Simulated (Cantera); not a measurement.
A closed system holds: 1 mol Nb, 10 mol H₂O, 7.3 mol H₂, 10 mol N₂O, held at 1.20 mbar.

These are equilibrium values from Cantera (NASA tables, ideal gas, pure condensed phases), not measurements of a reactor. Candidate condensed phases: H₂O, Nb, NbO, NbO₂, Nb₂O₅; 27 gas species. Condensed phases not in the tables: the oxides between NbO₂ and Nb₂O₅. Equilibrium is a limit: real reactors are often held back by kinetics, nucleation or transport.

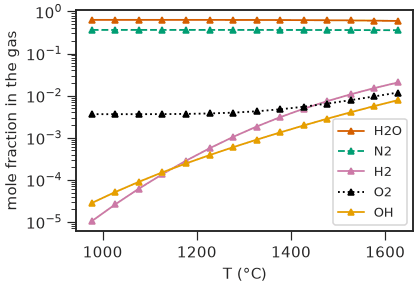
Figure. Equilibrium gas composition (values under 1e-9 drawn at 1e-9)

From 977 °C to 1477 °C the condensed part is Nb₂O₅(s). From 1527 °C to 1627 °C the condensed part is Nb₂O₅(l).
